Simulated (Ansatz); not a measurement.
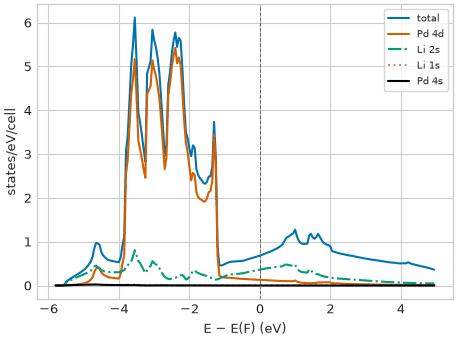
Figure. Total and projected density of states of Li2Pd in space group P6/mmm (No. 191; Li on 2d, Pd on 1a), r²SCAN in the plane-wave PAW code Ansatz

Question: Which orbitals carry the states next to the Fermi level?

Answer: Within 0.5 eV of the Fermi level: Li 2s 52 %, Pd 4d 19 %, outside the projected shells 29 %. Projections are on Löwdin-orthogonalised atomic valence shells; empty p or d shells of many metals are not among them.

Question: Where is the tallest occupied peak in this window, and what makes it?

Answer: Near -3.5 eV, about 6.1 states/eV per cell; the largest projected share is Pd 4d.

The workflow started from a Materials Project entry (that database holds measured and hypothetical structures alike); the Crystallography Open Database files this formula in space group No. 191, but the cells were not matched. Its standing as an ambient phase is unchecked. Symmetry was held in the r²SCAN relaxation; its stability against distortions is not shown here. No spin polarisation was allowed. Spin–orbit coupling is left out wherever it is not named.

Potentials: the later of the program's two PAW sets.
